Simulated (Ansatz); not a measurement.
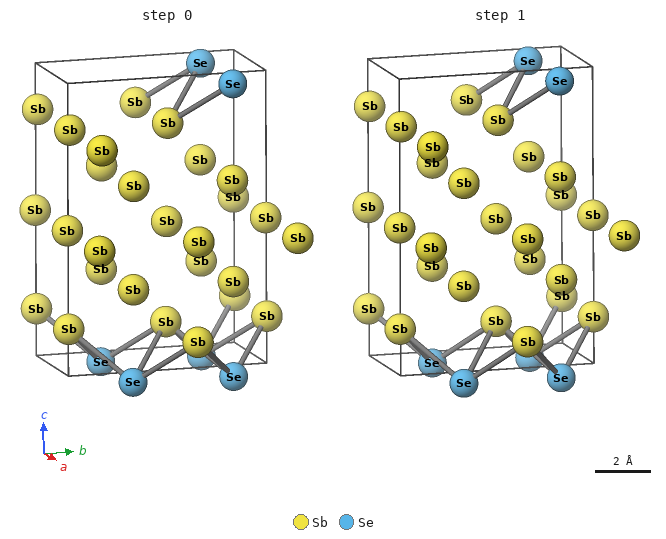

The structure of a crystal of Sb5Se (a generated structure, set up in P1) (coarse preliminary run) before (left) and after (right) a relaxation, at one scale.

A ball-and-stick model of the cell of the calculation, repeated 2 × 1 × 1 with one cell outlined, seen slightly off an axis.

Method: DFT PBE, scalar-relativistic, plane waves, PAW in Ansatz.

The input:
```yaml
crystal:
  lattice:
    - [-0.0665036206, -3.8163549676, 0.0175593246]
    - [-7.6018014663, -0.1330072412, -0.0202300822]
    - [-0.0303901911, 0.0527562098, -11.0098841334]
  atoms:
    - { symbol: Sb, position: [0.4969588142, 0.7495648029, 0.6701811926] }
    - { symbol: Sb, position: [0.490174445, 0.2527104125, 0.6716900711] }
    - { symbol: Sb, position: [0.499740812, 0.7523270782, 0.3246509986] }
    - { symbol: Sb, position: [0.4689383902, 0.253106743, 0.3169086756] }
    - { symbol: Sb, position: [1.0255089054, 0.5000062196, 0.8438483623] }
    - { symbol: Sb, position: [0.9913064599, 0.0119115326, 0.8397615477] }
    - { symbol: Sb, position: [0.9827938117, 0.4944483228, 0.1629786648] }
    - { symbol: Sb, position: [1.0239112963, -0.0018349983, 0.1618695706] }
    - { symbol: Sb, position: [1.0065880326, 0.9960075756, 0.4973947581] }
    - { symbol: Sb, position: [0.9848015771, 0.4999436824, 0.5050435952] }
    - { symbol: Se, position: [0.512313632, 0.7500693336, 0.0011319957] }
    - { symbol: Se, position: [0.5169638235, 0.2417392952, 0.0045405675] }
basis:
  ecutwfc: 420
kpoints:
  mp_grid: { grid: [6, 4, 2] }
hamiltonian:
  xc: pbe
scf:
  occupations: { method: gaussian, width: 0.2 }
  lower_state_search: "off"
output:
  forces: true
  stress: true
  eigenvalues: true
relax:
  adjacent_minimum: "off"
  f_tol: 0.025
  max_steps: 60
  cell: { stress_tol: 0.25 }
```

Run as
```bash
ansatz run input.yaml --threads 1 --pin off --max-ram 2560MiB --backend cpu --events-out ev --progress --plain --runs-dir out
```

Describe what moved and what it gained.

The run was cut off at its time limit before the relaxation converged, so the last structure is only a point on the way. The atom that moves furthest relative to the cell is Sb4 (0.072 Å along [1 −1 3]). Largest moves by element: Sb 0.072 Å, Se 0.067 Å. Cell: a 3.817 → 3.795 Å (−0.6 %), b 7.603 → 7.424 Å (−2.4 %), c 11.010 → 11.170 Å (+1.5 %), α 89.7° → 90.1°, β 90.5° → 90.2°, γ 88.0° → 88.6°. Volume −1.5 %. Among the contacts that change: Sb5–Se11 3.207 → 3.088 Å, Sb6–Se12 3.082 → 3.033 Å, Sb7–Se12 3.274 → 3.313 Å, Sb6–Se11 3.277 → 3.238 Å. Bond angles that change, for instance: Sb7–Se11–Sb8 111.4° → 108.7°, Sb5–Se11–Sb7 105.3° → 107.8°, Sb7–Se12–Sb8 113.9° → 111.6°. The space group stays P1 (No. 1). After 1 geometry step the energy has fallen by 10.4 meV per atom. The largest force component goes from 0.3 to 0.11 eV/Å. Pressure: −0.44 GPa at the start and 0.25 GPa at the end.
